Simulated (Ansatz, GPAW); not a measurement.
# STM contrast on Si/Ca(100), part 2 of 3

What would a tunnelling microscope show on Si/Ca(100)?

GPAW 26.7.0 and Ansatz 0.2.0; GPAW, PAW setups; slab in vacuum (the session's first sound run).

So far, dipole along the normal (e·Å): step 2 (relaxation) -0.196; step 3 (bands at fixed density, height 4 Å, STM [-0.5, 0.5] V) -0.195.

## 4. A second plane-wave code

A second program with its own datasets checks the number independently.

This step: Ansatz plane waves; slab in vacuum with a dipole correction (Ansatz 0.2.0).

File input.yaml:

```yaml
crystal:
  lattice:
    - [3.945655839, 0.0, 0.0]
    - [0.0, 3.945655839, 0.0]
    - [0.0, 0.0, 27.3835]
  atoms:
    - { symbol: Ca, position: [0.5000005273, 0.5000005273, 0.2921467307] }
    - { symbol: Ca, position: [0.0, 0.0, 0.394032903] }
    - { symbol: Ca, position: [0.5000005273, 0.5000005273, 0.4953077379] }
    - { symbol: Ca, position: [0.0, 0.0, 0.6000858101] }
    - { symbol: Si, position: [0.0, 0.0, 0.7058894451] }
kpoints:
  mp_grid: { grid: [8, 8, 1] }
hamiltonian:
  xc: pbe
scf:
  occupations: { method: fermi_dirac, width: 0.1 }
efield:
  axis: 3
  dipole_correction: true
  ramp_width: 0.05
output:
  forces: true
  band_densities: [{ e_range: [-0.5, 0] }, { e_range: [0, 0.5] }]
  write_potential: true
  write_density: true
  volumetric_format: npy
  elf: true
```

The run is started by

```bash
$ ansatz run input.yaml --threads 4 --pin off --max-ram 8192MiB --backend cpu --events-out ev --progress --plain --runs-dir out
```

Numbers of over 12 decimals in the logs are rounded to 6 here.

What it wrote:

```text
Warning: the atoms were moved onto the symmetric positions of the space group found under crystal.symmetry.tolerance 1.0e-5 (fractional; no operation is sought that the atoms, as they stand in a round, miss by more than twice it, and no atom is moved by as much as it), and the run uses the moved positions. Before a round's move an operation carried an atom to 3.53e-6 Å from where it should land, the largest such dist [...]
Engine: ansatz 0.2.0, x86_64-unknown-linux-gnu
Pseudopotentials: kind: paw
Pseudopotential: Ca, paw, valence charge 10, recommended cutoff 420 eV (normal), Ca.paw.azcp
Pseudopotential: Si, paw, valence charge 4, recommended cutoff 420 eV (normal), Si.paw.azcp
Functional definition: PBE
  parameter kappa = 0.804
  parameter beta = 0.066725
  exchange = pbe_x(kappa = kappa, mu = beta*pi^2/3)
  correlation = pbe_c(beta = beta)
Crystal: 5 atoms, lattice volume = 426.312 Å³
Basis set: ecut = 420 eV, 8387 PW (Γ), exchange–correlation on 54×54×384 points (8 copies of the dense FFT grid, shifted against one another)
Bands: 27, of which v1, the nominal top of the filled ones, is band 22 counted from 1 (21 counted from 0)
Symmetry: 8 space group operations
Space group: P4mm (ITA 99), of the structure as read, at distance tolerance 7.5e-5 Å
k-points: 15 of 64
Non-local potential: Ca, projectors of the file, l = 0: 3, l = 1: 2, l = 2: 2
Non-local potential: Si, projectors of the file, l = 0: 2, l = 1: 2, l = 2: 2
PAW form: soft (Blöchl's): semilocal exchange-correlation on the pseudo side does not see the compensation charge
PAW one-centre angular grid: Ca, 110 points (default); XC on 64 Gauss nodes
PAW one-centre angular grid: Si, 110 points (default); XC on 64 Gauss nodes
Initial density: superposition of atomic densities (neutral atoms: chi_scale 0, normalization atom), corrected by the library's trained network
Initial wavefunctions: pseudopotential atomic-orbital guess
Functional: x = pbe(κ = 0.804, μ = 0.219515), c = pbe(β = 0.066725)
SCF iter   1: F=—  HF=-7899.873012 eV  |F-HF|=—  |Δ(HF+E_count)|=         —  Δρ=3.22e-3  dr2=1.39e0  ethr=1.77e-3  p=-0.192 e·Å  D=-8.14e-2 V/Å  ΔV_dip=2.23 eV  dr2_dipole=1.20e-1  V_vac-E_F(+/−)=4.76/2.53 eV  ⟨swp⟩=14.1  Hψ=6071  notcnv=0
efield: sawtooth ramp at fractional position 0.9740 (placed from the atoms, in the widest stretch of the axis that holds none; the zero of the levels goes with the place), width 0.0500; the density the first Hamiltonian is built on has a dipole p = -0.192 e·Å; the dipole correction subtracts the counter field D = -8.14e-2 V/Å, which shifts the + side's vacuum level by +2.23 eV against the − side's; the planar-averaged density in the ramp window peaks in size at 4.6e-5 e/Å³
automatic band count: the SCF goes on with 32 bands, as 27 were too few: the levels above may hold too much charge
preconditioner: auto → LDOS  [metal: Δε(μ)=0.044 eV  Ē_g=3.085 eV  σ=0.100 eV  W_gap=0.11  n_scr=52 (ndim 8)  ℏωp=6.2 eV  f_vac=0.428  D(μ)=7.14/eV (n_scr^D=42)  β→1.0]
SCF iter   2: F=—  HF=-7899.832985 eV  |F-HF|=—  |Δ(HF+E_count)|=   4.00e-2  Δρ=1.42e-3  dr2=2.44e-2  ethr=1.77e-3  p=-0.188 e·Å  D=-7.99e-2 V/Å  ΔV_dip=2.19 eV  dr2_dipole=3.47e-4  V_vac-E_F(+/−)=5.00/2.81 eV  ⟨swp⟩=2.1  Hψ=631  notcnv=0
SCF iter   3: F=—  HF=-7899.833740 eV  |F-HF|=—  |Δ(HF+E_count)|=   7.55e-4  Δρ=5.14e-4  dr2=6.86e-3  ethr=5.55e-5  p=-0.191 e·Å  D=-8.12e-2 V/Å  ΔV_dip=2.22 eV  dr2_dipole=4.62e-4  V_vac-E_F(+/−)=5.01/2.78 eV  ⟨swp⟩=2.0  Hψ=825  notcnv=0
SCF iter   4: F=—  HF=-7899.833512 eV  |F-HF|=—  |Δ(HF+E_count)|=   2.28e-4  Δρ=1.82e-4  dr2=7.89e-4  ethr=1.56e-5  p=-0.194 e·Å  D=-8.23e-2 V/Å  ΔV_dip=2.25 eV  dr2_dipole=5.80e-6  V_vac-E_F(+/−)=5.03/2.78 eV  ⟨swp⟩=2.0  Hψ=535  notcnv=0
SCF iter   5: F=—  HF=-7899.833484 eV  |F-HF|=—  |Δ(HF+E_count)|=   2.86e-5  Δρ=6.03e-5  dr2=8.26e-5  ethr=1.79e-6  p=-0.195 e·Å  D=-8.28e-2 V/Å  ΔV_dip=2.27 eV  dr2_dipole=6.54e-6  V_vac-E_F(+/−)=5.04/2.78 eV  ⟨swp⟩=2.0  Hψ=712  notcnv=0
SCF iter   6: F=—  HF=-7899.833799 eV  |F-HF|=—  |Δ(HF+E_count)|=   3.15e-4  Δρ=1.59e-5  dr2=3.91e-6  ethr=1.88e-7  p=-0.195 e·Å  D=-8.29e-2 V/Å  ΔV_dip=2.27 eV  dr2_dipole=3.64e-8  V_vac-E_F(+/−)=5.05/2.78 eV  ⟨swp⟩=1.9  Hψ=540  notcnv=0
SCF iter   7: F=—  HF=-7899.833799 eV  |F-HF|=—  |Δ(HF+E_count)|=   8.19e-7  Δρ=5.71e-6  dr2=5.63e-7  ethr=8.88e-9  p=-0.196 e·Å  D=-8.30e-2 V/Å  ΔV_dip=2.27 eV  dr2_dipole=3.82e-8  V_vac-E_F(+/−)=5.05/2.78 eV  ⟨swp⟩=2.1  Hψ=639  notcnv=0
SCF iter   8: F=-7899.833799 eV  HF=-7899.833799 eV  |F-HF|=4.89e-8  |Δ(HF+E_count)|=   8.78e-8  Δρ=2.80e-6  dr2=7.60e-8  ethr=2.27e-10  p=-0.196 e·Å  D=-8.30e-2 V/Å  ΔV_dip=2.27 eV  dr2_dipole=3.09e-9  V_vac-E_F(+/−)=5.05/2.78 eV  ⟨swp⟩=16.7  Hψ=3920  notcnv=0
SCF 1 converged in 8 iterations: F = -7899.833799 eV  dr2 = 7.60e-8
  greatest PAW one-centre occupation: 0.996 electrons in one spin orbital (limit 2), on the Ca atom at site 0 (counted from 0), in its partial waves of l = 0
WARN: The output density's exchange-correlation potential varies sharply where the density is thin. Do not read a vacuum level from v_tot or v_xc, or from such a field of the output density. On a cell that repeats whose density bears no net charge and no dipole along the vacuum's axis use v_es (v_loc + v_h of the components); under efield.dipole_correction with no amplitude use v_es + v_field, which holds any externa [...]
SCF converged after 8 iterations
Free energy (F): -7899.833799 eV
Harris-Foulkes:  -7899.833799 eV  (|F-HF|=4.89e-8)
Internal energy: -7899.594956 eV  (E = F + TS)
E sigma→0 (E₀):  -7899.714378 eV
Entropy (-TS):   -0.238844 eV (-47.769 meV/atom)
Fermi energy:    0.126642 eV
Dipole field:    D = -0.082967 V/Å  (p = -0.195467 e·Å, saw-weighted, corrected)
Work function:   Φ+ = 5.0504 eV   Φ− = 2.7784 eV
Levels:          The Fermi level and band energies are counted from a zero that moves with the ramp; work functions are not
--- Per-component energies (eV) ---
  E_band       = -911.625313
  E_kinetic    = 1133.029173
  E_local      = -18478.998115  (includes V_loc(G=0)·N_el)
  E_nonlocal   = 280.464327
  E_hartree    = 8566.411390
  E_xc         = -593.371022
  E_vxc        = -716.836807  (∫ρ·V_xc dr)
  E_paw        = -3944.452071  (= ΣΔE_a)
  E_vpaw       = -259.122346  (= ΣTr[D̂ρ^β])
  E_aug_tail   = -0.000016  (compensation charges beyond the density's cutoff)
  E_efield     = 0.008109  (sawtooth field / dipole correction)
  E_vefield    = -2.977078  (∫n·V_field dr)
  E_ewald      = 5137.313271
  E_smearing   = -0.238844  (= −TS)
  E_closure    = 0.000000  (closes the sum)
  Σ components = -7899.833799   (vs F -7899.833799, Δ=0.00e0)
--- Forces (eV/Å), atoms counted from 1 ---
  atom   1  Ca    -0.00000000     0.00000000     0.12893041
  atom   2  Ca     0.00000000     0.00000000    -0.10283208
  atom   3  Ca     0.00000000     0.00000000     0.00216558
  atom   4  Ca    -0.00000000     0.00000000    -0.02775393
  atom   5  Si    -0.00000000     0.00000000    -0.00051785
  max |Σ_I F_I| component: 7.87e-6 eV/Å
--- Band table (eV; the first three rows and the last of 15) ---
  k-point 0: bands = [... 18 lower, -2.8920, -1.8611, -0.8690, -0.1280, 0.6109, 0.7838, 1.1291, 1.5654, ... 6 higher]
  k-point 1: bands = [... 18 lower, -2.7323, -1.7138, -0.7385, -0.0547, 0.6655, 0.7816, 1.0880, 1.2367, ... 6 higher]
  k-point 2: bands = [... 18 lower, -2.2749, -1.3070, -0.4078, 0.0280, 0.2849, 0.4972, 0.8501, 0.9466, ... 6 higher]
  k-point 14: bands = [... 18 lower, -0.3497, -0.1624, -0.0941, 0.1748, 0.5066, 0.6505, 0.6740, 0.6740, ... 6 higher]
--- Band densities, each state counted as filled ---
  window                                       electrons  max residual (eV)  cut levels
  e_range: [-0.5, 0]                            3.343750             5.8e-9           0
  e_range: [0, 0.5]                             4.218750             3.3e-7           0
```

Elapsed: 7.9 s, on 4 threads of Intel Xeon Platinum 8488C (Sapphire Rapids), shared host; peak memory 0.81 GiB.

This step gave:

| Item | Value |
| --- | --- |
| free energy | -7899.8338 eV |
| smearing term TS | 0.2388 eV |
| symmetry operations | 8 |
| upper work function | 5.050 eV |
| lower work function | 2.778 eV |
| dipole along the normal | -0.1955 e·Å |
| dipole field | -0.08297 V/Å |
| vacuum level above | 5.177 eV |
| vacuum level below | 2.905 eV |
| corrugation e range -0.5 0 4 | 0.3259 Å |
| decay e range -0.5 0 | 1.192 Å⁻¹ |
| apparent barrier e range -0.5 0 | 5.414 eV, hbar² kappa² / 2m (holds the in-plane momentum too) |
| corrugation e range 0 0.5 4 | 0.8472 Å |
| decay e range 0 0.5 | 1.293 Å⁻¹ |
| apparent barrier e range 0 0.5 | 6.374 eV, hbar² kappa² / 2m (holds the in-plane momentum too) |

The electrostatic potential energy of an electron (with the applied field's), less the Fermi level, planar mean oscillates, so the rows of the table below give means over windows of 3 Å about each position, cut where the curve ends. Its maxima inside the range that stand out by 2 % of the span (Å: eV): 9.4: 0.800, 12.1: 0.688, 15.0: 0.978, 18.1: 3.08, 26.5: 5.05. Its minima: 8.0: -7.90, 10.8: -7.51, 13.5: -7.65, 16.4: -7.89, 19.4: -4.63.

Table of electrostatic potential energy of an electron (with the applied field's), less the Fermi level, planar mean by z; means over each step:

```
z (Å)  electrostatic potential energy of an electron (with the applied field's), less the Fermi level, planar mean (eV)
 1.50                                                                                                              2.90
 4.50                                                                                                              2.67
 7.50                                                                                                             -2.52
10.50                                                                                                             -2.55
13.50                                                                                                             -2.56
16.50                                                                                                             -2.24
19.50                                                                                                             0.426
22.50                                                                                                              5.00
25.50                                                                                                              5.02
```

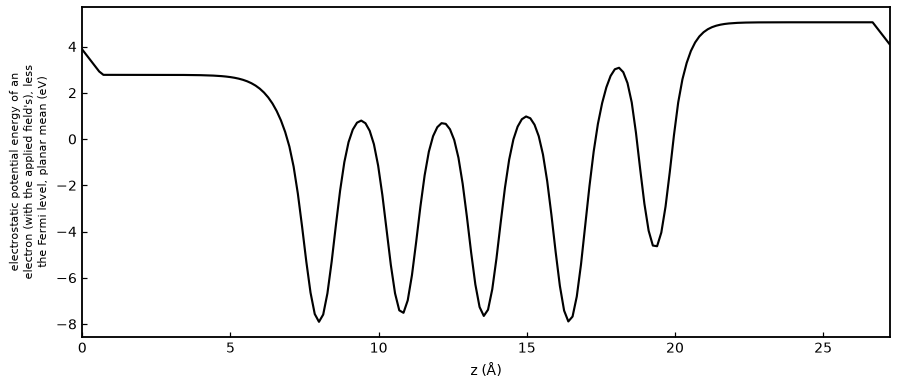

Electrostatic potential energy of an electron (with the applied field's), less the Fermi level, planar mean, plotted against z.

The valence density, planar mean oscillates, so the rows of the table below give means over windows of 2.78 Å about each position, cut where the curve ends. Its maxima inside the range that stand out by 2 % of the span (Å: e/Å³): 8.0: 0.551, 10.8: 0.548, 13.5: 0.550, 16.4: 0.541, 19.0: 0.118. Its minima: 9.4: 0.0555, 12.1: 0.0549, 15.0: 0.0533, 17.7: 0.0519.

Table of valence density, planar mean by z; means over each step:

| z (Å) | valence density, planar mean (e/Å³) |
| --- | --- |
| 1.39 | 5.2e-6 |
| 4.17 | 0.00101 |
| 6.95 | 0.174 |
| 9.73 | 0.231 |
| 12.51 | 0.231 |
| 15.29 | 0.217 |
| 18.07 | 0.122 |
| 20.85 | 0.0406 |
| 23.63 | 9.0e-5 |
| 26.41 | 0 |

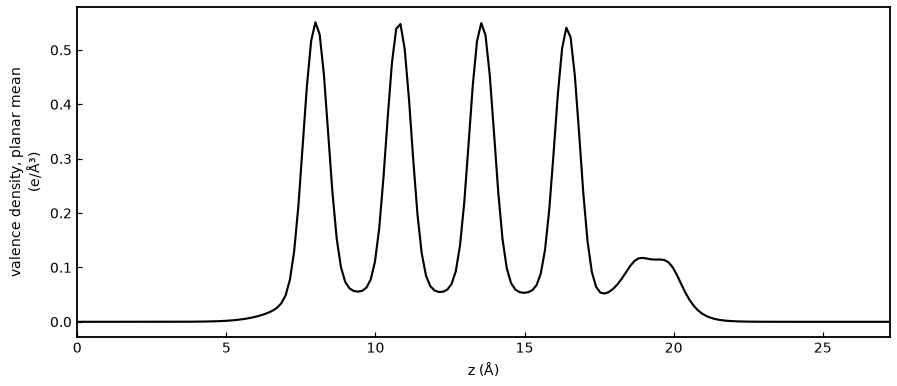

Valence density, planar mean against z.

E_range_-0.5_0. Table of planar mean of the window's density by height over the top atom:

```
height over the top atom (Å)  planar mean of the window's density (e/Å³)
                        1.50                                     0.00862
                        2.10                                     0.00243
                        2.70                                      6.3e-4
                        3.30                                      1.6e-4
                        3.90                                      3.8e-5
                        4.50                                      9.1e-6
                        5.10                                      2.1e-6
                        5.70                                      4.9e-7
                        6.30                                      1.1e-7
                        6.90                                      2.2e-8
```

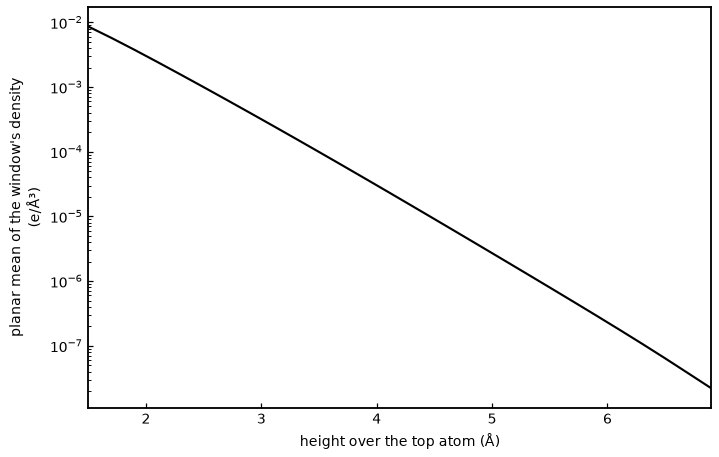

Planar mean of the window's density, plotted against height over the top atom.

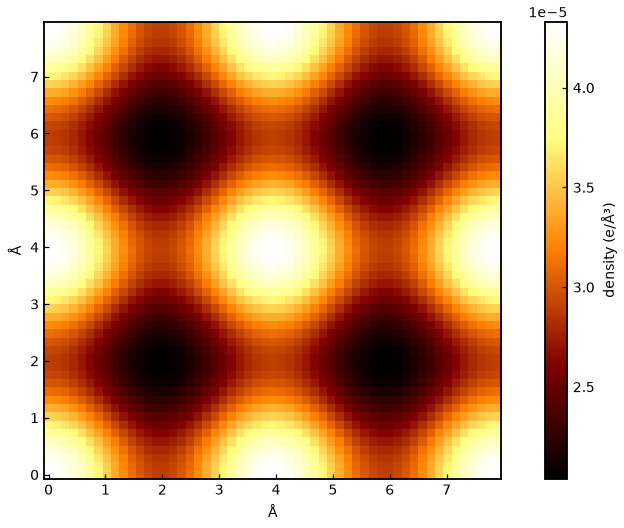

Density over a1 and a2. Constant height 4 Å over the top atom, window e_range_-0.5_0. The cell is repeated, with its origin at the lower left corner.

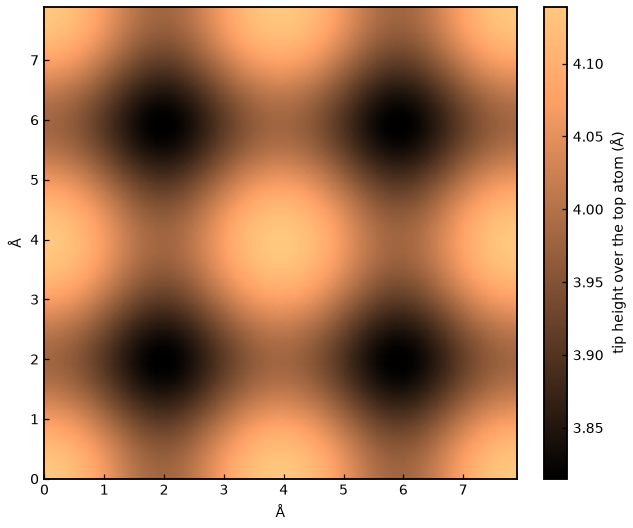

Tip height over the top atom over a1 and a2. Constant current at the density 3.025e-05 e/Å^3, window e_range_-0.5_0. The cell is repeated, with its origin at the lower left corner.

E_range_0_0.5. Planar mean of the window's density against height over the top atom:

| height over the top atom (Å) | planar mean of the window's density (e/Å³) |
| --- | --- |
| 1.50 | 0.00903 |
| 1.90 | 0.00373 |
| 2.10 | 0.00233 |
| 2.50 | 8.8e-4 |
| 2.70 | 5.4e-4 |
| 3.10 | 2.0e-4 |
| 3.50 | 7.2e-5 |
| 3.70 | 4.3e-5 |
| 4.10 | 1.5e-5 |
| 4.30 | 9.1e-6 |
| 4.70 | 3.2e-6 |
| 4.90 | 1.9e-6 |
| 5.30 | 6.6e-7 |
| 5.70 | 2.3e-7 |
| 5.90 | 1.4e-7 |
| 6.30 | 5.0e-8 |
| 6.50 | 3.5e-8 |
| 6.90 | 3.3e-8 |

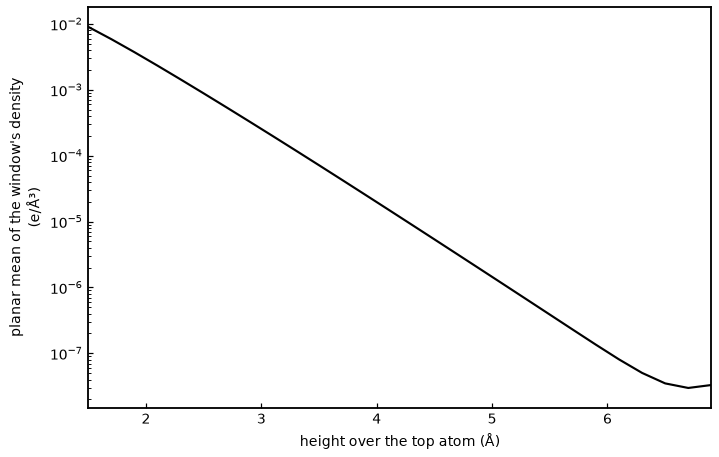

Planar mean of the window's density against height over the top atom.

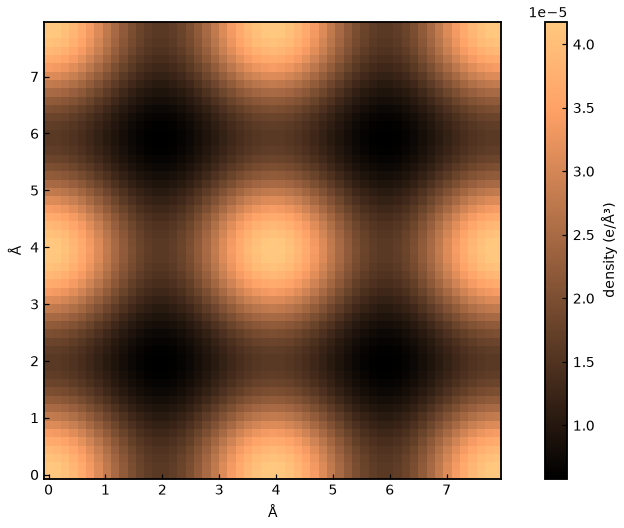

Density over a1 and a2. Constant height 4 Å over the top atom, window e_range_0_0.5. The cell is repeated, with its origin at the lower left corner.

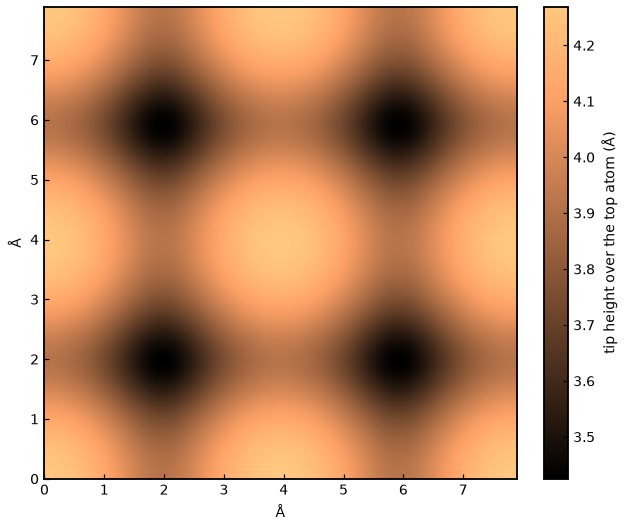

Tip height over the top atom over a1 and a2. Constant current at the density 1.974e-05 e/Å^3, window e_range_0_0.5. The cell is repeated, with its origin at the lower left corner.

Force by atom:

```
atom  x (eV/Å)  y (eV/Å)  z (eV/Å)   size
 Ca1     0.000     0.000     0.129  0.129
 Ca2     0.000     0.000    -0.103  0.103
 Ca3     0.000     0.000     0.002  0.002
 Ca4     0.000     0.000    -0.028  0.028
 Si5     0.000     0.000    -0.001  0.001
```

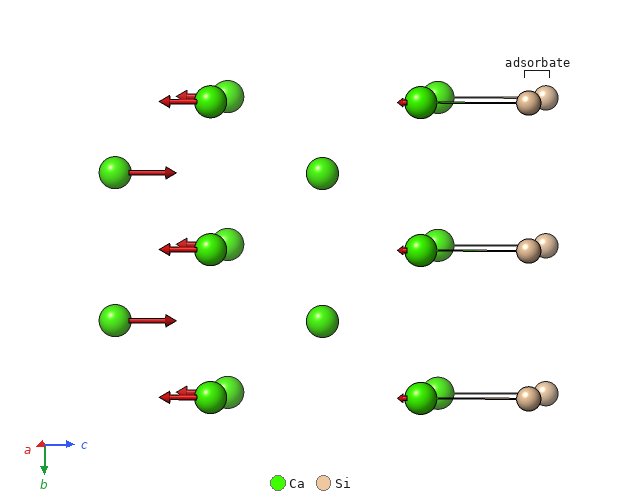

Force as arrows, the longest 0.129 eV/Å. 1×2×1 cells are drawn. Some periodic images of atoms are drawn too.

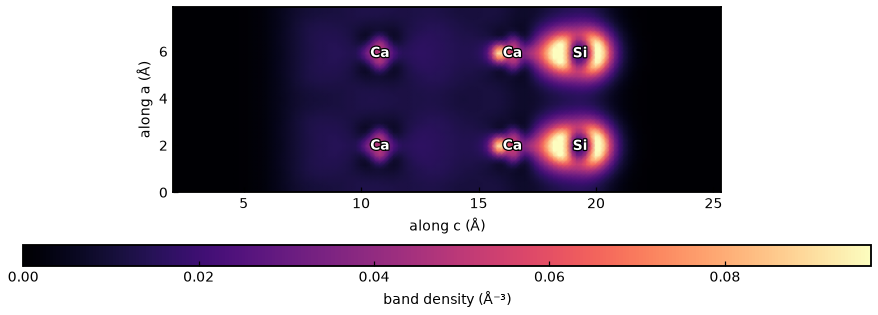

Band density in the ca plane at fractional y = 0.000, with atoms of Ca and Si within 0.2 Å of it. The map starts off the cell's origin, so that atoms lie inside it. The far vacuum is left out of the map.

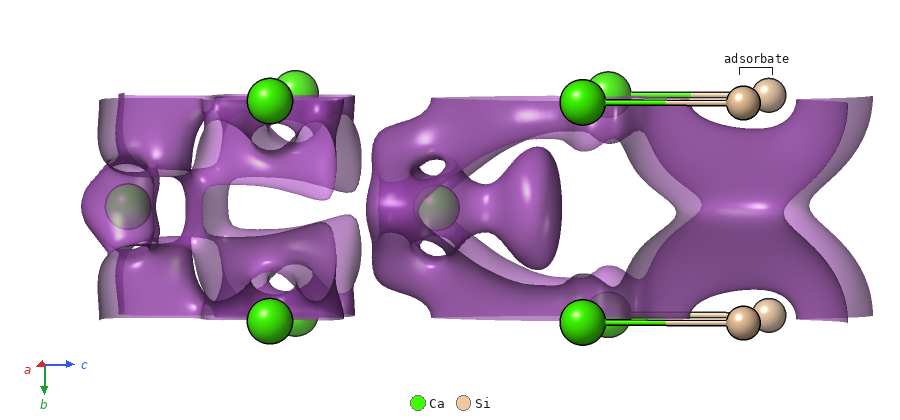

Surface of band density = 0.012 Å⁻³, which holds about 70 % of the integral of its size.

(Part 2 of 3 ends here.)

[Logs are printed without paths, hosts, clocks, repeated set-up lines and the standing remarks that a program may print on its own settings, such as how far it seeks lower states.]

[Hosts, paths, dates, database ids (printed as entryN), source tags and the programs' standing remarks are cut or masked in the printed files.]
